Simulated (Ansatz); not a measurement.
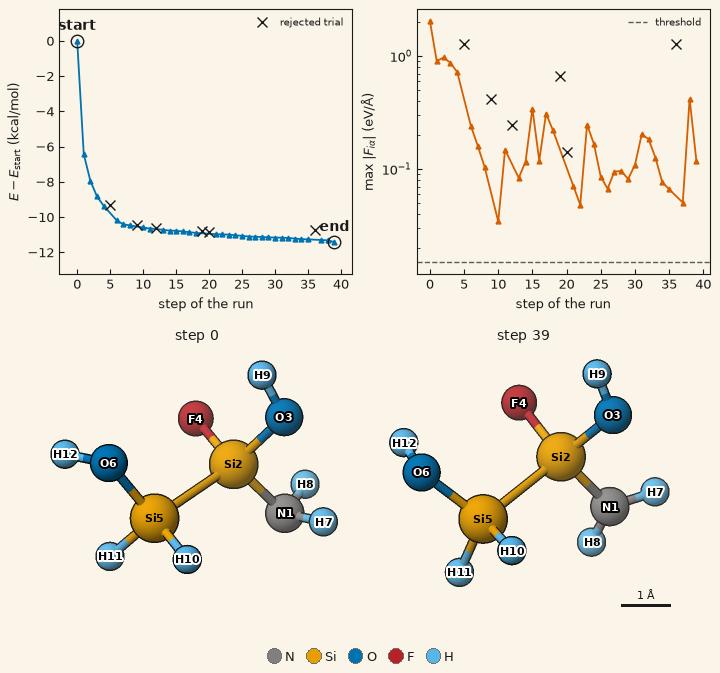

First and last geometry of a relaxation of Si₂NH₆O₂F, with the history of the run. A ball-and-stick model, seen at a tilt.

The run prepares an end point of a later path (inversion) calculation, from a guessed geometry.

These are results of Ansatz 0.2.0, RKS r2SCAN/6-31G*, not measurements.

Input
```yaml
crystal:
  periodic: [false, false, false]
  atoms:
    - { symbol: "N", position_ang: [-1.4514, -1.6339, 0.3333] }
    - { symbol: Si, position_ang: [-0.4613, -0.285, 0.581] }
    - { symbol: O, position_ang: [-1.5465, 0.9628, 0.8361] }
    - { symbol: F, position_ang: [0.3604, -0.5538, 1.9652] }
    - { symbol: Si, position_ang: [1.0942, 0.2019, -1.1502] }
    - { symbol: O, position_ang: [1.9761, 1.5929, -0.7784] }
    - { symbol: H, position_ang: [-2.2723, -1.2338, -0.1956] }
    - { symbol: H, position_ang: [-1.8359, -1.8325, 1.2238] }
    - { symbol: H, position_ang: [-1.1163, 1.7567, 1.3177] }
    - { symbol: H, position_ang: [0.3849, 0.4412, -2.3944] }
    - { symbol: H, position_ang: [2.0551, -0.8993, -1.2877] }
    - { symbol: H, position_ang: [2.89, 1.4278, -0.4167] }
basis:
  gaussian: { orbitals: "6-31G*" }
hamiltonian:
  xc: r2scan
relax:
  f_tol: 0.015
  max_steps: 40
```

Run as
```bash
ansatz run input.yaml --threads 2 --pin off --max-ram 3072MiB --backend cpu --events-out ev --progress --plain --runs-dir out
```

### Did the run converge, and what did it change?

The relaxation stopped without meeting its thresholds, so the last structure isn't shown to be converged. It used up its limit of 40 steps. H8 moves most after the best rigid fit: 1.45 Å. By element the largest moves are H 1.45 Å, F 0.56 Å, O 0.44 Å, Si 0.26 Å, N 0.20 Å. Near-neighbour distances that change, for instance: O3–H9 1.023 → 0.966 Å, Si2–Si5 2.378 → 2.331 Å, N1–H7 1.055 → 1.013 Å, Si5–H10 1.452 → 1.486 Å. Among the angles between lasting bonds that change: Si2–N1–H7 103.1° → 120.9°, Si2–N1–H8 104.8° → 122.2°, H7–N1–H8 103.0° → 112.6°. Groups turn about Si5–O6 by about 55°, Si2–Si5 by about 20°. The energy falls by 11.4 kcal/mol in 33 accepted moves (39 points after the start). The largest force component goes from 2 to 0.12 eV/Å. The line search rejected the trial steps at points 5, 9, 12, 19, 20, 36 of the run.

```csv
step,"E − E(0), kcal/mol","largest force component, eV/Å",note
0,0.00,2.0493,
1,-6.43,0.9023,
2,-7.93,0.9710,
3,-8.82,0.8701,
4,-9.35,0.7219,
5,-9.34,1.2833,rejected
6,-10.18,0.2407,
7,-10.40,0.1609,
8,-10.47,0.1049,
9,-10.46,0.4192,rejected
10,-10.58,0.0344,
12,-10.64,0.2477,rejected
13,-10.71,0.0836,
15,-10.77,0.3421,
16,-10.81,0.1190,
18,-10.89,0.2206,
19,-10.80,0.6644,rejected
21,-10.96,0.0706,
22,-10.98,0.0484,
24,-11.02,0.1669,
25,-11.06,0.0855,
27,-11.11,0.0950,
28,-11.12,0.0963,
30,-11.16,0.1088,
31,-11.16,0.2040,
33,-11.21,0.1261,
34,-11.25,0.0766,
36,-10.76,1.2835,rejected
37,-11.29,0.0506,
39,-11.42,0.1170,
```
